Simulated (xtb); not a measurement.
Run report: SiN2H4 (charge −1), energy and gradient calculation

System: SiN2H4 (Si(NH2)2), charge −1, multiplicity 2.
Method: GFN0-xTB (xtb 6.7.1).

The geometry is that of the parent species in another charge or spin state. The geometry comes from this level: GFN2-xTB.

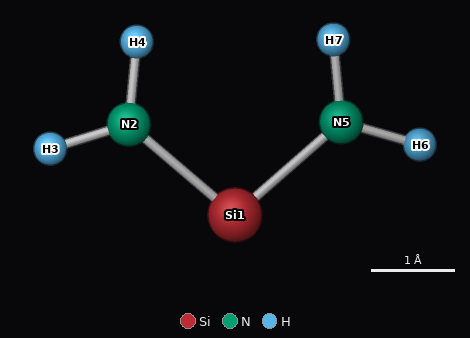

**Figure 1.** The structure as given in the input (ball-and-stick view, seen on its broad side; atoms are numbered from 1 in the order of the input). Bond lengths as drawn: H–N 1.00 to 1.01 Å and N–Si 1.72 Å.

**Results in brief**

```csv
quantity,value
outcome,converged
electrons treated,19
total energy,−11.156234 hartree
dispersion energy,−0.001551 hartree
basis functions,26
largest force,1.321 eV/Å
hardware,"1 thread of Arm Neoverse V1, 24 GiB of memory available, shared host"
peak memory,0.073 GiB
```

**The input (in.coord)**
```
$coord angs
     0.0096300     0.8806500    -0.7620800  Si
     1.3037900     0.0162500    -0.0359800  N
     2.2686100     0.2104700    -0.2362200  H
     1.1964000    -0.7484300     0.6175200  H
    -1.3024500     0.0538500    -0.0246900  N
    -2.2631200     0.2921300    -0.1972000  H
    -1.2128600    -0.7049300     0.6386500  H
$end
```

Launch command:
```bash
xtb in.coord --grad -c -1 --uhf 1 --json --gfn 0 --parallel 1 > out.txt 2> xtb.err
```

**The program's output**
```
* xtb version 6.7.1
   ID    Z sym.   atoms
    1   14 Si     1
    2    7 N      2, 5
    3    1 H      3, 4, 6, 7

           -------------------------------------------------
          |                Calculation Setup                |
           -------------------------------------------------

          program call               : xtb in.coord --grad -c -1 --uhf 1 --json --gfn 0 --parallel 1
          coordinate file            : in.coord
          omp threads                :                     1

           -------------------------------------------------
          |                 G F N 0 - x T B                 |
           -------------------------------------------------

      * Hamiltonian:
        H0-scaling (s, p, d)           2.000000    2.486800    2.270000
        zeta-weighting                 1.000000
      * Dispersion:
        s8                             2.850000
        a1                             0.800000
        a2                             4.600000
        s9                             0.000000
      * Repulsion:
        kExp                           1.500000
        rExp                           1.000000
      * Coulomb:
        alpha                          0.000000
        third order                    atomic
        anisotropic                    false
      * Polar bond correction:
        rad-shift                      0.053700
        strength                      -0.012900
        en-exp                         3.484700
        en-scale                       0.509700

          ...................................................
          :                      SETUP                      :
          :.................................................:
          :  # basis functions                  26          :
          :  # atomic orbitals                  25          :
          :  # shells                           15          :
          :  # electrons                        19          :
          :  electronic temp.          300.0000000     K    :
          :  accuracy                    1.0000000          :
          :  -> integral cutoff          0.2500000E+02      :
          :  -> integral neglect         0.1000000E-07      :
          ...................................................
  Checking positiv definite overlap ...  done.

         #    Occupation            Energy/Eh            Energy/eV
      -------------------------------------------------------------
         1        2.0000           -0.6777305             -18.4420
       ...           ...                  ...                  ...
         4        2.0000           -0.5616401             -15.2830
         5        2.0000           -0.5589242             -15.2091
         6        2.0000           -0.5040337             -13.7155
         7        2.0000           -0.4578178             -12.4579
         8        2.0000           -0.4489695             -12.2171
         9        2.0000           -0.3801729             -10.3450
        10        1.0000           -0.2942180              -8.0061 (HOMO)
        11                         -0.2216373              -6.0311 (LUMO)
        12                         -0.1884900              -5.1291
        13                         -0.1627823              -4.4295
        14                         -0.1452537              -3.9526
        15                         -0.1354576              -3.6860
       ...                                ...                  ...
        25                          0.4829879              13.1428
      -------------------------------------------------------------
                  HL-Gap            0.0725807 Eh            1.9750 eV
             Fermi-level            0.0000000 Eh            0.0000 eV

 EHT (total)                   0 d,  0 h,  0 min,  0.001 sec
 EHT setup                      ...        0 min,  0.000 sec (  3.174%)
 Coordination number            ...        0 min,  0.000 sec (  1.526%)
 EEQ model density              ...        0 min,  0.000 sec (  1.577%)
 D4 Dispersion                  ...        0 min,  0.000 sec (  7.000%)
 Integral evaluation            ...        0 min,  0.000 sec ( 23.555%)
 Cholesky factorization         ...        0 min,  0.000 sec (  1.955%)
 Zeroth order Hamiltonian       ...        0 min,  0.000 sec ( 15.487%)
 Gradient calculation           ...        0 min,  0.000 sec ( 39.648%)

         :::::::::::::::::::::::::::::::::::::::::::::::::::::
         ::                     SUMMARY                     ::
         :::::::::::::::::::::::::::::::::::::::::::::::::::::
         :: total energy             -11.156234274638 Eh    ::
         :: gradient norm              0.037597999020 Eh/a0 ::
         :: HOMO-LUMO gap              1.975021901224 eV    ::
         ::.................................................::
         :: H0 energy                 -9.951076551241 Eh    ::
         :: repulsion energy           0.120889097565 Eh    ::
         :: electrostat energy        -1.324495758143 Eh    ::
         :: -> Gsolv                   0.000000000000 Eh    ::
         ::    -> Gsasa                0.000000000000 Eh    ::
         ::    -> Gshift               0.000000000000 Eh    ::
         :: dispersion energy         -0.001551062819 Eh    ::
         :: short-range corr.          0.000000000000 Eh    ::
         :: add. restraining           0.000000000000 Eh    ::
         :: total charge              -1.000000000000 e     ::
         :::::::::::::::::::::::::::::::::::::::::::::::::::::

           -------------------------------------------------
          |                Property Printout                |
           -------------------------------------------------

    * Orbital Energies and Occupations

         #    Occupation            Energy/Eh            Energy/eV
      -------------------------------------------------------------
         1        2.0000           -0.6777305             -18.4420
         2        2.0000           -0.6671355             -18.1537
         3        2.0000           -0.5720050             -15.5650
         4        2.0000           -0.5616401             -15.2830
         5        2.0000           -0.5589242             -15.2091
         6        2.0000           -0.5040337             -13.7155
         7        2.0000           -0.4578178             -12.4579
         8        2.0000           -0.4489695             -12.2171
         9        2.0000           -0.3801729             -10.3450
        10        1.0000           -0.2942180              -8.0061 (HOMO)
        11                         -0.2216373              -6.0311 (LUMO)
        12                         -0.1884900              -5.1291
        13                         -0.1627823              -4.4295
        14                         -0.1452537              -3.9526
        15                         -0.1354576              -3.6860
        16                         -0.0702579              -1.9118
        17                         -0.0269619              -0.7337
        18                         -0.0062730              -0.1707
        19                          0.0949172               2.5828
        20                          0.2173992               5.9157
        21                          0.2191257               5.9627
       ...                                ...                  ...
        25                          0.4829879              13.1428
      -------------------------------------------------------------
                  HL-Gap            0.0725807 Eh            1.9750 eV
             Fermi-level            0.0000000 Eh            0.0000 eV

     #   Z          covCN         q      C6AA      α(0)
     1  14          1.641     0.712   198.198    29.241
     2   7          2.541    -1.506    86.273    13.904
     3   1          0.861     0.284     0.762     1.367
     4   1          0.860     0.366     0.546     1.158
     5   7          2.541    -1.505    86.188    13.897
     6   1          0.861     0.284     0.763     1.369
     7   1          0.860     0.365     0.547     1.159

 Mol. C6AA /au·bohr⁶  :       1255.094799
 Mol. C8AA /au·bohr⁸  :      46085.314376
 Mol. α(0) /au        :         62.093643

Wiberg/Mayer (AO) data.
largest (>0.10) Wiberg bond orders for each atom

 ---------------------------------------------------------------------------
     #   Z sym  total        # sym  WBO       # sym  WBO       # sym  WBO
 ---------------------------------------------------------------------------
     1  14      2.359 --     5      1.119     2      1.119
     2   7      3.036 --     1      1.119     3      0.956     4      0.946
     3   1      0.993 --     2      0.956
     4   1      0.975 --     2      0.946
     5   7      3.036 --     1      1.119     6      0.956     7      0.946
     6   1      0.993 --     5      0.956
     7   1      0.975 --     5      0.946
 ---------------------------------------------------------------------------

Topologies differ in total number of bonds
Writing topology from bond orders to xtbtopo.mol

 dipole moment from electron density (au)
     X       Y       Z
  -0.0222  -1.9540   1.6908  total (Debye):    6.568

           -------------------------------------------------
          | TOTAL ENERGY              -11.156234274638 Eh   |
          | GRADIENT NORM               0.037597999020 Eh/α |
          | HOMO-LUMO GAP               1.975021901224 eV   |
           -------------------------------------------------

------------------------------------------------------------------------
------------------------------------------------------------------------
 total:
 *  cpu-time:     0 d,  0 h,  0 min,  0.009 sec
 * ratio c/w:     1.000 speedup
 SCF:
 *  cpu-time:     0 d,  0 h,  0 min,  0.001 sec
 * ratio c/w:     1.000 speedup
```

**Standard error**
```
normal termination of xtb
```
